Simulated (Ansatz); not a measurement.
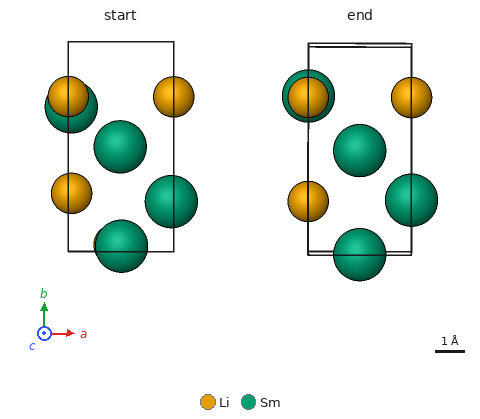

The structure of crystalline LiSm (a generated structure, set up in P1) (coarse preliminary run) before (left) and after (right) a relaxation, at one scale.

Style: spheres-only. Shown: the cell of the calculation, along the c axis.

Theory: DFT PBE, scalar-relativistic, plane waves, PAW; 4f electrons in the core of a trivalent norm-conserving potential (Ansatz). Set-up: plane-wave cutoff 690 eV; k-point mesh 6 × 4 × 4; occupations gaussian; smearing width 0.2 eV; no spin polarisation; cell and atoms relaxed; force threshold 0.025 eV/Å; at most 60 steps.

### What changed between the two?

The atom that moves furthest relative to the cell is a Sm atom (0.46 Å along [−1 2 0]). Largest moves by element: Sm 0.46 Å, Li 0.34 Å. The drawn cell changes as follows: a 3.733 → 3.657 Å (−2.0 %), b 7.435 → 7.369 Å (−0.9 %), c 7.927 → 7.964 Å (+0.5 %), α 88.1° → 90.0°, β 89.8° → 90.0°, γ 90.2° → 90.1°; the volume changes by −2.4 %. Some distances before and after: Li–Sm 3.985 → 3.364 Å, Li–Li 3.398 → 2.926 Å, Sm–Sm 4.092 → 3.687 Å, Sm–Sm 3.355 → 3.681 Å. Among the angles between lasting bonds that change: Li–Li–Sm 122.0° → 107.5°, Li–Li–Li 86.3° → 78.3°, Sm–Li–Sm 74.3° → 66.6°. Within 0.06 Å the space group is P1 at the start and P4/nmm at the end; at a tighter tolerance small leftover displacements or strains of the cell lower it. The energy falls by 88.5 meV per atom in 3 accepted moves (4 points after the start). Largest force component: 1.3 eV/Å at the start, 0.011 eV/Å at the end. Pressure: 0.16 GPa at the start and −0.03 GPa at the end. At 1 point the geometry stayed and the basis and grid were re-selected for the new cell (energy shift of less than 0.05 meV per atom at most each time).
